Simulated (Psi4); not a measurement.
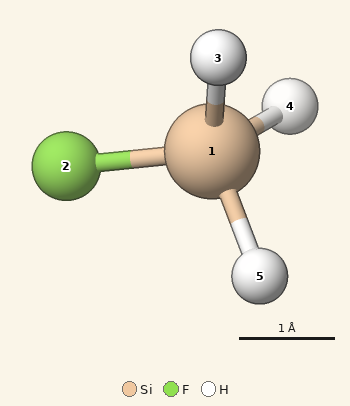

Figure 1. The input geometry (ball-and-stick view, seen at a tilt; atoms are numbered from 1 in the order of the input).

## Single-point calculation, with input and output: SiH3F

The run: single-point calculation of SiH3F, SMILES [H][Si]([H])([H])F. Method and program: CCSD(T)/def2-TZVP, RHF (Psi4 1.11).

The geometry was optimised with B3LYP/6-31G**.

### Output
```
h
    h
    h

    -----------------------------------------------------------------------

    Memory:     1.5 GiB
    Threads:    1
                ecpint, einsums, f̶o̶r̶t̶e̶, gauxc, gcp, g̶d̶m̶a̶, geometric, g̶p̶u̶_̶d̶f̶c̶c̶,
                i̶n̶t̶e̶g̶r̶a̶t̶o̶r̶x̶x̶, i̶p̶i̶, libefp, m̶d̶i̶, m̶p̶2̶d̶, m̶r̶c̶c̶, ooo,
                o̶p̶e̶n̶f̶e̶r̶m̶i̶o̶n̶p̶s̶i̶4̶, pcmsolver, p̶s̶i̶4̶f̶o̶c̶k̶c̶i̶, p̶s̶i̶x̶a̶s̶,
                p̶y̶e̶i̶n̶s̶u̶m̶s̶, r̶e̶s̶p̶, s̶i̶m̶i̶n̶t̶, s̶n̶s̶m̶p̶2̶,
                v̶2̶r̶d̶m̶_̶c̶a̶s̶s̶c̶f̶

   => Loading Basis Set <=

    Name: DEF2-TZVP
    Role: ORBITAL
    Keyword: BASIS

         ---------------------------------------------------------
                                   SCF
                              RHF Reference
                        1 Threads,   1525 MiB Core
         ---------------------------------------------------------

  ==> Geometry <==

    Molecular point group: c1
    Full point group: C1

    Geometry (in Angstrom), charge = 0, multiplicity = 1:

       Center              X                  Y                   Z               Mass
    ------------   -----------------  -----------------  -----------------  -----------------
         SI          -0.004068263784     0.007216085668    -0.583530742690    27.976926534650
         F            0.007178736216    -0.012733914332     1.029738257310    18.998403162730
         H            1.394024736216     0.018162085668    -1.080676742690     1.007825032230
         H           -0.712346263784     1.224460085668    -1.051070742690     1.007825032230
         H           -0.704070263784    -1.202892914332    -1.081097742690     1.007825032230

  Running in c1 symmetry.

  Rotational constants: A =      2.83844  B =      0.46677  C =      0.46677 [cm^-1]
  Rotational constants: A =  85094.21080  B =  13993.44966  C =  13993.40594 [MHz]
  Nuclear repulsion =   62.614988483306426

  Charge       = 0
  Multiplicity = 1
  Electrons    = 26
  Nalpha       = 13
  Nbeta        = 13

  ==> Algorithm <==

  SCF Algorithm Type is PK.
  DIIS enabled.
  MOM disabled.
  Fractional occupation disabled.
  Guess Type is SAD.
  Energy threshold   = 1.00e-08
  Density threshold  = 1.00e-08
  Integral threshold = 1.00e-12

  ==> Primary Basis <==

  Basis Set: DEF2-TZVP
    Blend: DEF2-TZVP
    Number of shells: 36
    Number of basis functions: 86
    Number of Cartesian functions: 96
    Spherical Harmonics?: true
    Max angular momentum: 3

  ==> Integral Setup <==

  Using in-core PK algorithm.
   Calculation information:
      Number of atoms:                   5
      Number of AO shells:              36
      Number of primitives:             65
      Number of atomic orbitals:        96
      Number of basis functions:        86

      Integral cutoff                 1.00e-12
      Number of threads:                 1

  Performing in-core PK
  Using 13998822 doubles for integral storage.
  We computed 215449 shell quartets total.
  Whereas there are 222111 unique shell quartets.

  ==> DiskJK: Disk-Based J/K Matrices <==

    J tasked:                  Yes
    K tasked:                  Yes
    wK tasked:                  No
    Memory [MiB]:             1144
    Schwarz Cutoff:          1E-12

  Minimum eigenvalue in the overlap matrix is 4.8329067279E-03.
  Reciprocal condition number of the overlap matrix is 1.0052071536E-03.
    Using symmetric orthogonalization.

  ==> Pre-Iterations <==

  SCF Guess: Superposition of Atomic Densities via on-the-fly atomic UHF (no occupation information).

   -------------------------
    Irrep   Nso     Nmo
   -------------------------
     A         86      86
   -------------------------
    Total      86      86
   -------------------------

  ==> Iterations <==

                        Total Energy        Delta E     RMS |[F,P]|

   @RHF iter SAD:  -389.52333176988708   -3.89523e+02   0.00000e+00
   @RHF iter   1:  -390.18462592151559   -6.61294e-01   3.83995e-03 ADIIS/DIIS
   @RHF iter   2:  -390.21807628064022   -3.34504e-02   2.43663e-03 ADIIS/DIIS
   @RHF iter   3:  -390.23005778694363   -1.19815e-02   3.05624e-04 ADIIS/DIIS
   @RHF iter   4:  -390.23070399130432   -6.46204e-04   6.73210e-05 DIIS
   @RHF iter   5:  -390.23074720805590   -4.32168e-05   1.18694e-05 DIIS
   @RHF iter   6:  -390.23074851581657   -1.30776e-06   1.87595e-06 DIIS
   @RHF iter   7:  -390.23074854355247   -2.77359e-08   3.90940e-07 DIIS
   @RHF iter   8:  -390.23074854478847   -1.23600e-09   9.15948e-08 DIIS
   @RHF iter   9:  -390.23074854485481   -6.63363e-11   1.81161e-08 DIIS
   @RHF iter  10:  -390.23074854485708   -2.27374e-12   3.40489e-09 DIIS
  Energy and wave function converged.

  ==> Post-Iterations <==

    Orbital Energies [Eh]
    ---------------------

    Doubly Occupied:

       1A    -68.818171     2A    -26.285478     3A     -6.162933
       4A     -4.270124     5A     -4.269337     6A     -4.269337
       7A     -1.582770     8A     -0.773361     9A     -0.666209
      10A     -0.666208    11A     -0.640287    12A     -0.491170
      13A     -0.491168

    Virtual:

      14A      0.106883    15A      0.161548    16A      0.161550
      17A      0.178658    18A      0.271993    19A      0.271993
      20A      0.318889    21A      0.372350    22A      0.372351
      23A      0.381772    24A      0.439575    25A      0.439577
      26A      0.563541    27A      0.611847    28A      0.712205
      29A      0.712208    30A      0.824809    31A      0.843698
      32A      0.843701    33A      1.094491    34A      1.137381
      35A      1.152461    36A      1.152464    37A      1.199611
      38A      1.199618    39A      1.237959    40A      1.244847
      41A      1.244850    42A      1.313810    43A      1.397001
      44A      1.397002    45A      1.501263    46A      1.562215
      47A      1.562219    48A      1.737762    49A      2.097062
      50A      2.097080    51A      2.141540    52A      2.141546
      53A      2.196792    54A      2.302614    55A      2.414699
      56A      2.414710    57A      2.567697    58A      2.622797
      59A      2.622816    60A      2.827787    61A      2.827787
      62A      2.887683    63A      2.974727    64A      3.112341
      65A      3.112352    66A      3.767811    67A      3.767811
      68A      4.127419    69A      4.453860    70A      6.681849
      71A      6.681854    72A      6.804838    73A      7.393728
      74A      7.395940    75A      7.405846    76A      7.405847
      77A      7.443423    78A      7.443424    79A      7.638194
      80A      8.918947    81A      8.918947    82A      9.171539
      83A      9.171540    84A      9.335879    85A     11.509626
      86A     58.646515

    Final Occupation by Irrep:
              A
    DOCC [    13 ]
    NA   [    13 ]
    NB   [    13 ]

  @RHF Final Energy:  -390.23074854485708

   => Energetics <=

    Nuclear Repulsion Energy =             62.6149884833064263
    One-Electron Energy =                -666.9183682161051365
    Two-Electron Energy =                 214.0726311879416244
    Total Energy =                       -390.2307485448570787

Computation Completed

Properties will be evaluated at   0.000000,   0.000000,   0.000000 [a0]

Properties computed using the SCF density matrix

 Multipole Moments:

 ------------------------------------------------------------------------------------
     Multipole            Electronic (a.u.)      Nuclear  (a.u.)        Total (a.u.)
 ------------------------------------------------------------------------------------

 L = 1.  Multiply by 2.5417464519 to convert [e a0] to [Debye]
 Dipole X            :          0.0239186           -0.0278524           -0.0039338
 Dipole Y            :         -0.0424356            0.0494149            0.0069793
 Dipole Z            :          3.4320426           -3.9960740           -0.5640314
 Magnitude           :                                                    0.5640883

 ------------------------------------------------------------------------------------

	total time  =          2 seconds =       0.03 minutes
 MINTS: Wrapper to libmints.

   Calculation information:
      Number of threads:                 1
      Number of atoms:                   5
      Number of AO shells:              36
      Number of SO shells:              36
      Number of primitives:             65
      Number of atomic orbitals:        96
      Number of basis functions:        86

      Number of irreps:                  1
      Integral cutoff                 1.00e-12
      Number of functions per irrep: [  86 ]

 OEINTS: Overlap, kinetic, potential, dipole, and quadrupole integrals
         stored in file 35.

      Computing two-electron integrals...done
      Computed 6497774 non-zero two-electron integrals.
        Stored in file 33.

	Wfn Parameters:
	--------------------
	Wavefunction         = CCSD_T
	Number of irreps     = 1
	Number of MOs        = 86
	Number of active MOs = 80
	AO-Basis             = NONE
	Semicanonical        = false
	Reference            = RHF
	Print Level          = 1

	IRREP	# MOs	# FZDC	# DOCC	# SOCC	# VIRT	# FZVR
	-----	-----	------	------	------	------	------
	 A	   86	    6	    7	    0	    73	    0
	Transforming integrals...
	IWL integrals will be deleted.
	(OO|OO)...
	Presorting SO-basis two-electron integrals.
	Sorting File: SO Ints (nn|nn) nbuckets = 1
	Constructing frozen core operators
	Starting first half-transformation.
	Sorting half-transformed integrals.
	First half integral transformation complete.
	Starting second half-transformation.
	Two-electron integral transformation complete.
	(OO|OV)...
	Starting second half-transformation.
	Two-electron integral transformation complete.
	(OO|VV)...
	Starting second half-transformation.
	Two-electron integral transformation complete.
	(OV|OO)...
	Starting first half-transformation.
	Sorting half-transformed integrals.
	First half integral transformation complete.
	Starting second half-transformation.
	Two-electron integral transformation complete.
	(OV|OV)...
	Starting second half-transformation.
	Two-electron integral transformation complete.
	(OV|VV)...
	Starting second half-transformation.
	Two-electron integral transformation complete.
	(VV|OO)...
	Starting first half-transformation.
	Sorting half-transformed integrals.
	First half integral transformation complete.
	Starting second half-transformation.
	Two-electron integral transformation complete.
	(VV|OV)...
	Starting second half-transformation.
	Two-electron integral transformation complete.
	(VV|VV)...
	Starting second half-transformation.
	Two-electron integral transformation complete.
	Frozen core energy     =   -404.74859475763230

	Size of irrep 0 of <ab|cd> integrals:     28.398 (MW) /    227.186 (MB)
	Total:                                    28.398 (MW) /    227.186 (MB)

	Size of irrep 0 of <ia|bc> integrals:      2.723 (MW) /     21.785 (MB)
	Total:                                     2.723 (MW) /     21.785 (MB)

	Size of irrep 0 of tijab amplitudes:       0.261 (MW) /      2.089 (MB)
	Total:                                     0.261 (MW) /      2.089 (MB)

	Nuclear Rep. energy          =     62.61498848330643
	SCF energy                   =   -390.23074854485708
	One-electron energy          =    -85.57193978276354
	Two-electron energy          =     37.47479751223312
	Reference energy             =   -390.23074854485628

	total time  =          3 seconds =       0.05 minutes
            **************************
            *                        *
            *        CCENERGY        *
            *                        *
            **************************

    Nuclear Rep. energy (wfn)     =   62.614988483306426
    SCF energy          (wfn)     = -390.230748544857079
    Reference energy    (file100) = -390.230748544856283

    Input parameters:
    -----------------
    Wave function   =     CCSD_T
    Reference wfn   =     RHF
    Brueckner       =     No
    Memory (Mbytes) =     1600.0
    Maxiter         =     50
    R_Convergence   =     1.0e-07
    E_Convergence   =     1.0e-06
    Restart         =     Yes
    DIIS            =     Yes
    AO Basis        =     NONE
    ABCD            =     NEW
    Cache Level     =     2
    Cache Type      =     LOW
    Print Level     =     1
    Num. of threads =     1
    # Amps to Print =     10
    Print MP2 Amps? =     No
    Analyze T2 Amps =     No
    Print Pair Ener =     No
    Local CC        =     No
    SCS-MP2         =     False
    SCSN-MP2        =     False
    SCS-CCSD        =     False

MP2 correlation energy -0.3731730596659755
                Solving CC Amplitude Equations
                ------------------------------
  Iter             Energy              RMS        T1Diag      D1Diag    New D1Diag    D2Diag
  ----     ---------------------    ---------   ----------  ----------  ----------   --------
     0        -0.373173059665975    0.000e+00    0.000000    0.000000    0.000000    0.110784
     1        -0.384115805690804    5.839e-02    0.009078    0.019326    0.019326    0.132663
     2        -0.394320118766636    1.939e-02    0.008926    0.018305    0.018305    0.139919
     3        -0.396349707500789    8.166e-03    0.010542    0.021872    0.021872    0.143190
     4        -0.396141933701516    1.567e-03    0.010793    0.022408    0.022408    0.143465
     5        -0.396172440981931    5.879e-04    0.010908    0.022674    0.022674    0.143518
     6        -0.396183706452402    1.525e-04    0.010935    0.022735    0.022735    0.143519
     7        -0.396179845256758    4.889e-05    0.010939    0.022744    0.022744    0.143515
     8        -0.396179160839340    1.188e-05    0.010939    0.022744    0.022744    0.143516
     9        -0.396179483446049    4.023e-06    0.010939    0.022744    0.022744    0.143517
    10        -0.396179261269738    1.402e-06    0.010939    0.022744    0.022744    0.143517
    11        -0.396179272201955    4.189e-07    0.010939    0.022744    0.022744    0.143517
    12        -0.396179258997366    1.377e-07    0.010939    0.022744    0.022744    0.143517
    13        -0.396179259657635    5.067e-08    0.010939    0.022744    0.022744    0.143517

    Iterations converged.

    Largest TIA Amplitudes:
              3   1         0.0147312723
              2   2         0.0147308026
              3  10         0.0107735781
              2  11         0.0107733512
              1   3         0.0092412102
              2   8         0.0089154604
              3   7         0.0089151490
              1   9         0.0078799130
              4   0        -0.0076784650
              4   6        -0.0073573678

    Largest TIjAb Amplitudes:
      3   3  17  17        -0.0234720162
      2   2  18  18        -0.0234714596
      6   6   5   5        -0.0222735575
      5   5   4   4        -0.0222735071
      6   6   7   7        -0.0197365525
      5   5   8   8        -0.0197353238
      6   6   1   1        -0.0194334251
      5   5   2   2        -0.0194332304
      6   6  12  12        -0.0192284404
      5   5  12  12        -0.0192283618

    SCF energy       (wfn)                    = -390.230748544857079
    Reference energy (file100)                = -390.230748544856283

    Opposite-spin MP2 correlation energy      =   -0.290600361347968
    Same-spin MP2 correlation energy          =   -0.082572698318008
    Singles MP2 correlation energy            =   -0.000000000000000
    MP2 correlation energy                    =   -0.373173059665975
      * MP2 total energy                      = -390.603921604522270

    Opposite-spin CCSD correlation energy     =   -0.320521725062035
    Same-spin CCSD correlation energy         =   -0.075657534595600
    Singles CCSD correlation energy           =    0.000000000000000
    CCSD correlation energy                   =   -0.396179259657635
      * CCSD total energy                     = -390.626927804513912

            **************************
            *                        *
            *        CCTRIPLES       *
            *                        *
            **************************

    Wave function   =    CCSD_T
    Reference wfn   =      RHF

    Nuclear Rep. energy (wfn)                =   62.614988483306426
    SCF energy          (wfn)                = -390.230748544857079
    Reference energy    (file100)            = -390.230748544856283
    CCSD energy         (file100)            =   -0.396179259657635
    Total CCSD energy   (file100)            = -390.626927804513912

    Number of ijk index combinations:               84
    Approx. words needed per explicit thread:         1556068
    Number of threads for explicit ijk threading:    1

    MKL num_threads set to 1 for explicit threading.

    (T) energy                                =   -0.010075663625137
      * CCSD(T) total energy                  = -390.637003468139028
```

### Standard output
```
E = -390.637003468
```

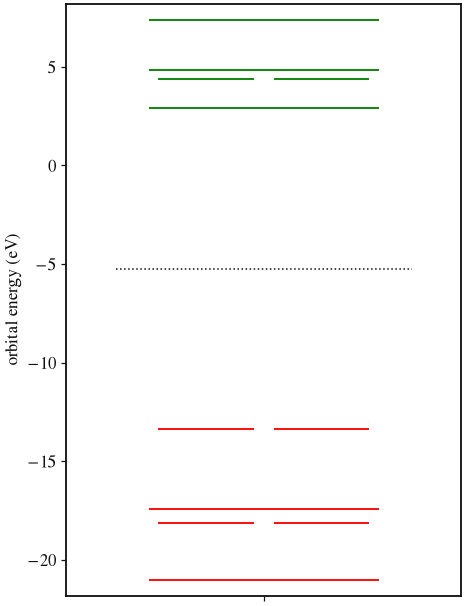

Figure 2. Orbital energies near the frontier (SCF reference); the dotted line parts filled from empty levels, and levels within 0.02 eV of each other stand side by side. Highest filled −13.37 eV, lowest empty 2.91 eV, 16.28 eV apart.

The run was set up as follows.

### The input (fh3si.py)
```python
import psi4

psi4.set_memory('1600 MB')
psi4.set_num_threads(1)
psi4.set_output_file('run.log', False)

with open('fh3si.xyz') as f:
    atoms = ''.join(f.readlines()[2:])
mol = psi4.geometry('0 1\n' + atoms + '')

options = {'basis': 'def2-TZVP', 'reference': 'rhf', 'scf_type': 'pk', 'num_frozen_docc': 6}
psi4.set_options(options)

result = psi4.energy('ccsd(t)')
print('E =', round(result, 9))
```

### File fh3si.xyz
```
5
FH3Si
Si    -0.000524     0.000991    -0.089970
F      0.010723    -0.018959     1.523299
H      1.397569     0.011937    -0.587116
H     -0.708802     1.218235    -0.557510
H     -0.700526    -1.209118    -0.587537
```

Command:
```bash
python fh3si.py
```

### Results in brief

| quantity | value |
| --- | --- |
| outcome | converged |
| total energy | −390.637003 hartree |
| SCF energy | −390.230749 hartree |
| MP2 energy | −390.603922 hartree |
| CCSD energy | −390.626928 hartree |
| correlation energy | −0.406255 hartree |
| (T) correction | −0.010076 hartree |
| basis functions | 86 |
| T1 diagnostic | 0.011 |
| HOMO of the SCF reference | −13.37 eV |
| LUMO of the SCF reference | 2.91 eV |
| hardware | 1 thread of Intel Xeon (Granite Rapids), 12 GiB of memory available, shared host |
| wall time | 11 s |
| peak memory | 0.67 GiB |
